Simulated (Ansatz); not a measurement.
Consider CH5Cl2GaO.

```xyz
10

C    -1.5720   -0.5284    0.2919
Cl    1.0704   -0.7792   -2.1569
Cl    0.2896    2.4208   -0.6451
Ga   -0.0045    0.2518   -0.5501
O     1.6605    0.0505    0.7355
H    -1.7929   -0.0134    1.2376
H    -1.4069   -1.5973    0.4886
H    -2.4408   -0.4251   -0.3743
H     2.3063   -0.3987    0.1650
H     1.9732    0.9675    0.8107
```

Geometry: PBE0-D4/def2-SVP.

All numbers below come from Ansatz, isolated molecule in a Gaussian basis; Kohn-Sham density functional theory, functional PBE0.

What can the converged electron density and electron localisation function tell about the bonding?

Answer. C–Ga (1.94 Å): ρ is about 0.83 e/Å³ halfway; the ELF peaks at about 0.90 in the valence shell of C, 0.7 Å from its nucleus, and is about 0.60 at the midpoint.
Ga–O (2.11 Å): ρ at the midpoint is about 0.41 e/Å³; the ELF peaks at about 0.90 in the valence shell of O, 0.6 Å from its nucleus, and is about 0.20 at the midpoint.
C–H (1.10 Å): ρ at the midpoint is about 1.9 e/Å³; the ELF climbs to about 1 towards the hydrogen, as it does in any bond to H: an ordinary covalent bond to hydrogen.

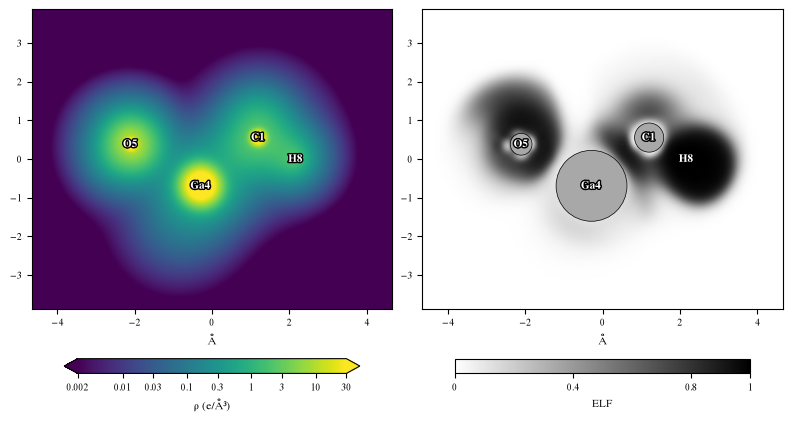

Computed electron density and electron localisation function on the plane of atoms Ga4, C1 and H8, in this order. Grey discs cover the atomic cores in the ELF map. 
